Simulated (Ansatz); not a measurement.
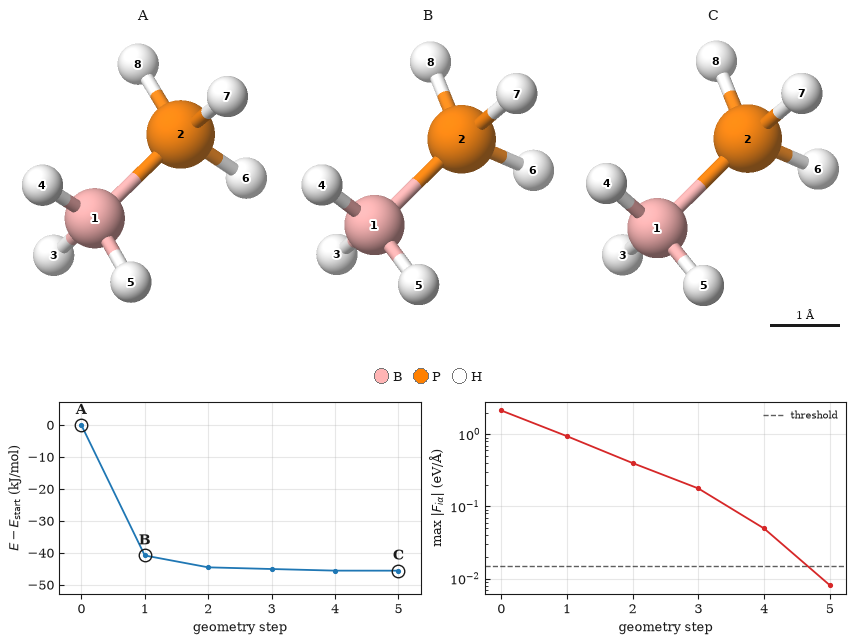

Frames of a relaxation of BPH$_{6}$, marked on the history of the run. The picture is a ball-and-stick view, seen from a free direction.

The run prepares an end point of a later path (torsion) calculation, from a guessed geometry.

Method: Ansatz, RKS B3LYP-D4/def2-SVP. Settings: no spin polarisation; force threshold 0.015 eV/Å; at most 40 steps.

> What happens along the run?

The largest move after the best rigid fit is that of B1, 0.18 Å. By element the largest moves are B 0.18 Å, H 0.14 Å, P 0.08 Å. Near-neighbour distances that change, for instance: B1–P2 1.847 → 1.946 Å, B1–H4 1.163 → 1.219 Å, B1–H3 1.270 → 1.219 Å, P2–H8 1.374 → 1.418 Å. Bond angles that change, for instance: H6–P2–H8 110.2° → 99.6°, H3–B1–H5 104.7° → 114.7°, B1–P2–H7 108.6° → 118.2°. Over 5 geometry steps the energy falls by 45.6 kJ/mol. The largest force component goes from 2.1 to 0.0081 eV/Å. From step 0 to 1: B and H atoms move most (0.13 Å), energy −40.8 kJ/mol. From step 1 to 5: B1 moves most (0.05 Å), energy −4.75 kJ/mol.
